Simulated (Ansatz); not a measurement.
**H3O3Si···CH4 (doublet): density, localisation and related maps**

Input file:

```
crystal:
  periodic: [false, false, false]
  atoms:
    - { symbol: Si, position_ang: [0.0, 0.0, 0.0] }
    - { symbol: H, position_ang: [0.0, 0.0, 1.71] }
    - { symbol: O, position_ang: [1.5842, 0.0, -0.5594] }
    - { symbol: H, position_ang: [1.9006, -0.9521, -0.6761] }
    - { symbol: O, position_ang: [-0.7913, 1.3709, -0.5594] }
    - { symbol: H, position_ang: [-1.7491, 1.1401, -0.7818] }
    - { symbol: O, position_ang: [-0.7913, -1.3709, -0.5594] }
    - { symbol: H, position_ang: [-1.2459, -1.8365, 0.2129] }
    - { symbol: C, position_ang: [0.0, 0.0, 3.12] }
    - { symbol: H, position_ang: [-0.5653, -0.8805, 3.4905] }
    - { symbol: H, position_ang: [1.0452, -0.0494, 3.4905] }
    - { symbol: H, position_ang: [-0.4798, 0.9298, 3.4905] }
magnetization:
  spin_polarized: true
  initial_magnetization: 1
basis:
  gaussian: { orbitals: def2-SVP }
hamiltonian:
  xc: { name: BHLYP }
  dispersion: d4
relax:
  f_tol: 0.15
  max_steps: 25
  restrain:
    - { distance: [1, 8], at: 1.11, k: 30.0 }
    - { distance: [0, 1], at: 2.66, k: 30.0 }
output:
  orbitals: {}
```

Command:

```sh
ansatz run input.yaml --threads 4 --pin off --max-ram 5120MiB --backend cpu --events-out ev --progress --plain --runs-dir out
```

The fields are those of the run's last geometry, not of the input's.

All numbers below come from UKS BHLYP-D4/def2-SVP (Ansatz).

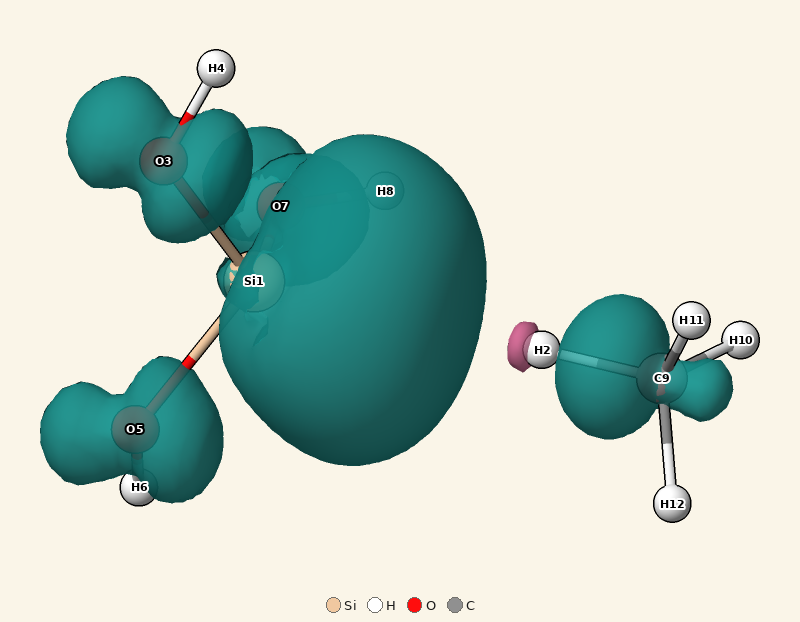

Figure 1. Isosurfaces of the spin density at +0.015 (teal) and −0.015 e/Å³ (pink), seen at a tilt.

> Describe the spin distribution.

The unpaired spin (1 electron) lies mostly on Si1 (about 0.6), O7 (about 0.1), O3 (about 0.1) and O5 (about 0.1), in electrons by Hirshfeld's partition.

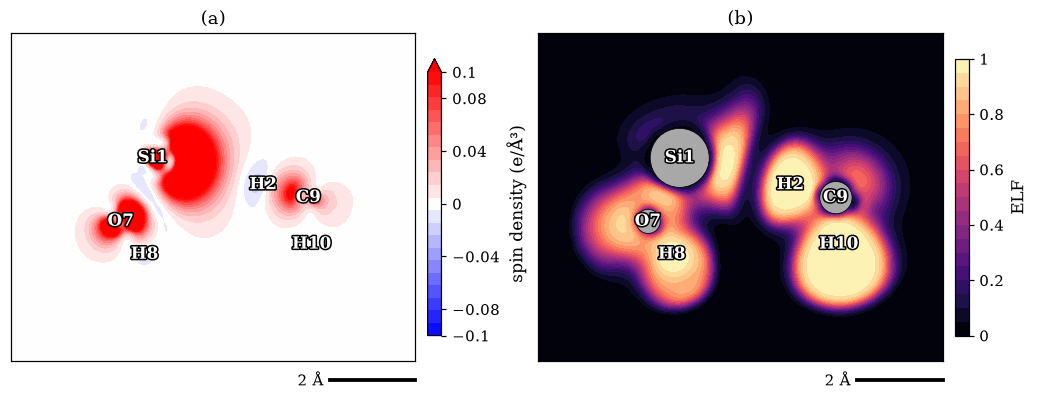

Figure 2. (a) spin density; (b) electron localisation function on the plane of atoms H2, C9 and H10. Grey discs cover the atomic cores in the ELF map.

> Read the bonding off the picture.

- The section cuts through Si, H, O and C sites.
- Si1···H2 (2.67 Å): the ELF dips to about 0.15 between them.
- Si–O (1.66 Å): the ELF peaks at about 0.90 between the atoms (a polar covalent bond).
- O–H (0.95 Å): the ELF climbs to about 1 towards the hydrogen, as it does in any bond to H; a covalent bond by its length.
- C–H (1.10 Å): the ELF climbs to about 1 towards the hydrogen: a covalent bond by its length.
- The ELF also peaks beside O7, away from the bonds: non-bonding electrons, paired or unpaired.

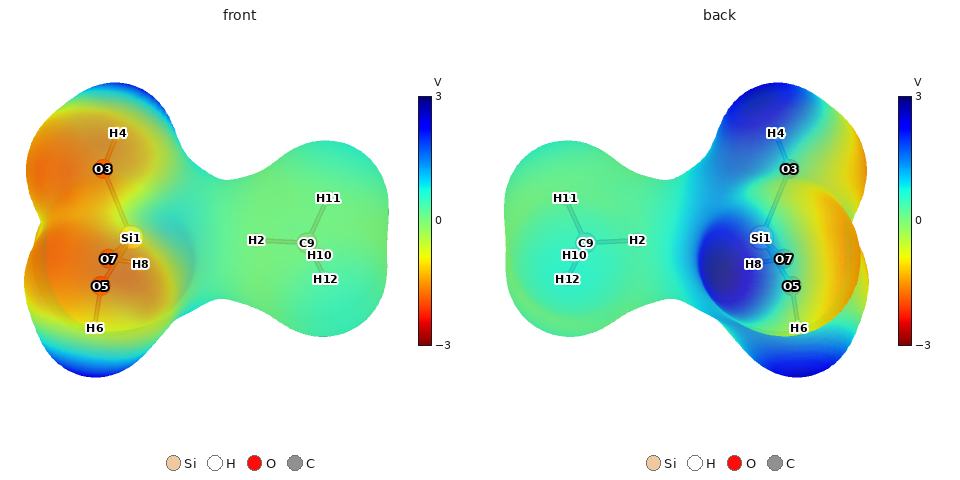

Figure 3. The molecular electrostatic potential painted on the density surface at 0.002 e/bohr³, seen from the front and from behind; the colour scale runs from red (negative) to blue (positive).

> Where is the surface potential most negative and most positive?

The most negative region (about −1.9 V) lies over O3 and O5, the most positive (about +2.7 V) over H4 and H8.

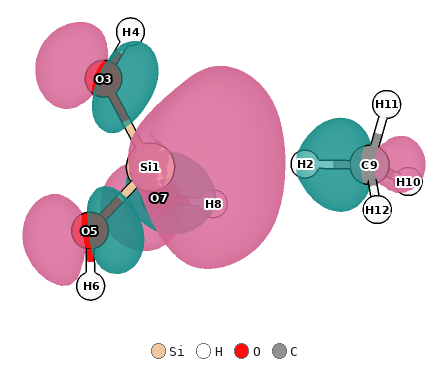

Figure 4. The HOMO (α) at ±0.08 Å⁻³ᐟ² (teal and pink are the two phases), seen at a tilt.

> Describe this orbital and give its energy.

Its weight (Hirshfeld) is mainly on Si1 (about 60 %), O7 (about 10 %), O3 (about 10 %) and O5 (about 10 %). Its energy is −6.73 eV.
